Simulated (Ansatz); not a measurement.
## Electronic structure of Cl3H5InNSi in real space

Input file:

```
crystal:
  periodic: [false, false, false]
  atoms:
    - { symbol: In, position_ang: [0.174855, -0.782622, -0.343584] }
    - { symbol: Cl, position_ang: [-0.664426, 0.869667, 2.780156] }
    - { symbol: Cl, position_ang: [2.244249, 0.205722, -0.797794] }
    - { symbol: Cl, position_ang: [-1.698098, -0.307429, -1.669667] }
    - { symbol: "N", position_ang: [-0.043317, -2.169035, 1.226761] }
    - { symbol: H, position_ang: [-0.948339, -2.639041, 1.17201] }
    - { symbol: Si, position_ang: [1.275704, -3.051613, 1.975729] }
    - { symbol: H, position_ang: [1.560413, -4.364719, 1.319735] }
    - { symbol: H, position_ang: [2.481478, -2.186551, 1.870571] }
    - { symbol: H, position_ang: [0.958143, -3.316202, 3.410532] }
    - { symbol: H, position_ang: [-0.539563, -0.452877, 2.599051] }
basis:
  gaussian: { orbitals: def2-SVP }
hamiltonian:
  xc: b3lyp
  dispersion: d4
relax:
  f_tol: 0.03
  max_steps: 50
output:
  orbitals: {}
```

Command:

```sh
ansatz run input.yaml --threads 4 --pin off --max-ram 5120MiB --backend cpu --events-out ev --progress --plain --runs-dir out
```

The fields are those of the run's last geometry, not of the input's.

Core potentials replace the inner electrons of In.

All numbers below come from Ansatz 0.2.0, RKS B3LYP-D4/def2-SVP.

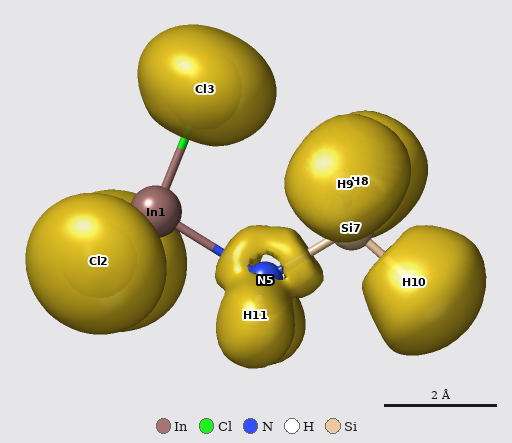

Figure 1. Isosurface of the electron localisation function at 0.75 (yellow), seen across its widest extent. Core shells and regions of very low density are left out.

Describe the localisation domains.

Answer. The ELF exceeds this value in three regions around hydrogen nuclei, three regions wrapped around Cl (the valence shell of each) and one joined region spread over several atoms (H, N), in which their bonds and any lone pairs are merged. Along the contacts the grid gives the following. Si–N (1.82 Å): the ELF peaks at about 0.95 between the atoms: a polar covalent bond. In–N (2.32 Å): the ELF peaks at about 0.95 in the valence shell of N, 0.7 Å from its nucleus, and drops to about 0.10 between the two atoms.

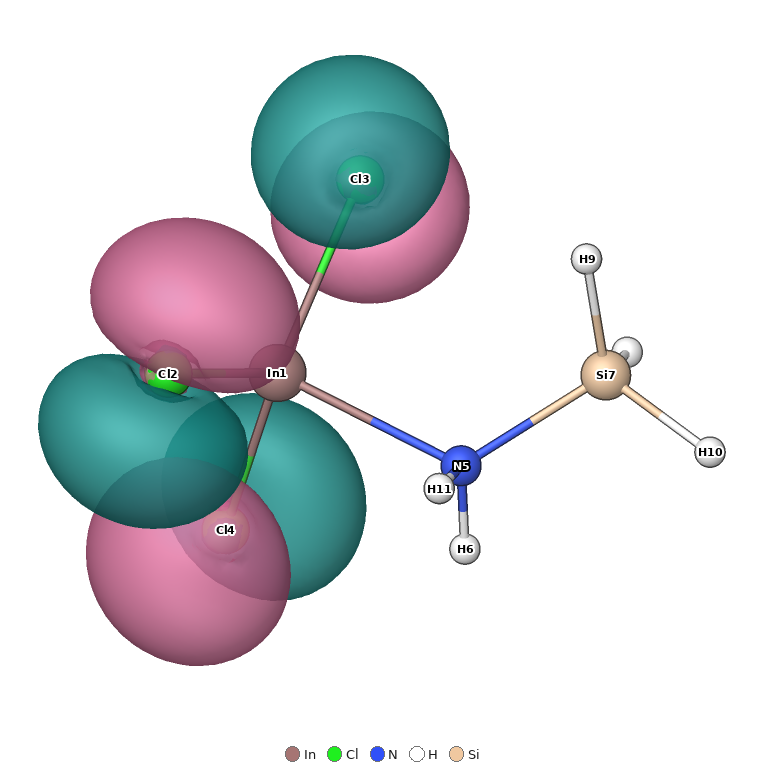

Figure 2. The HOMO at ±0.08 Å⁻³ᐟ² (teal and pink are the two phases), seen at a tilt.

Where does this orbital lie, and at what energy?

Answer. It lies mainly on Cl4 (about 35 %), Cl2 (about 35 %) and Cl3 (about 25 %); largely a combination of lone pairs on Cl4, Cl2 and Cl3. Its energy is −8.11 eV.

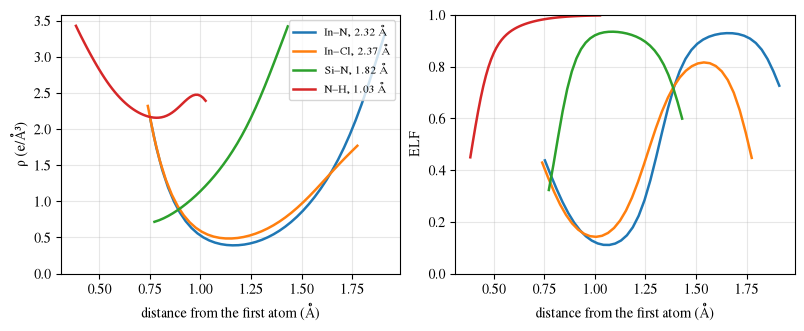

Figure 3. Electron density and ELF along straight lines between neighbouring atoms. The curves leave out the atomic cores.

Compare the contacts.

Answer. In–N (2.32 Å): ρ is about 0.39 e/Å³ halfway; the ELF peaks at about 0.95 in the valence shell of N, 0.7 Å from its nucleus, and drops to about 0.10 between the two atoms.
In–Cl (2.37 Å): the density is about 0.49 e/Å³ at the midpoint; the ELF peaks at about 0.80 in the valence shell of Cl, 0.8 Å from its nucleus, and drops to about 0.15 between the two atoms.
Si–N (1.82 Å): the density is about 0.92 e/Å³ at the midpoint; the ELF peaks at about 0.95 between the atoms (a polar covalent bond).
N–H (1.03 Å): ρ is about 2.8 e/Å³ halfway; the ELF climbs to about 1 towards the hydrogen, as it does in any bond to H (a covalent bond by its length).

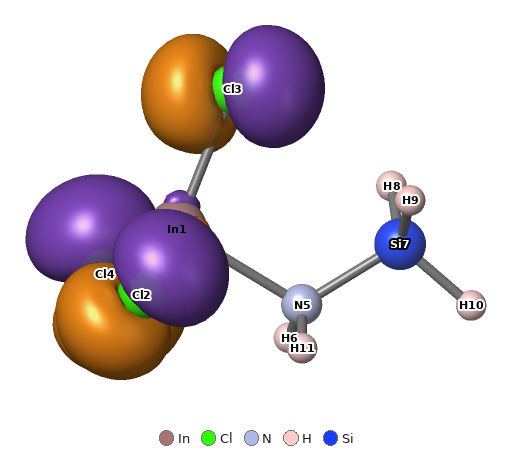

Figure 4. The HOMO−1 at ±0.1 Å⁻³ᐟ² (orange and purple are the two phases), seen across its widest extent.

Describe this orbital and give its energy.

Answer. By Hirshfeld shares it lies mainly on Cl4 (about 40 %), Cl2 (about 30 %) and Cl3 (about 25 %); largely a combination of lone pairs on Cl4, Cl2 and Cl3. Its energy is −8.24 eV.
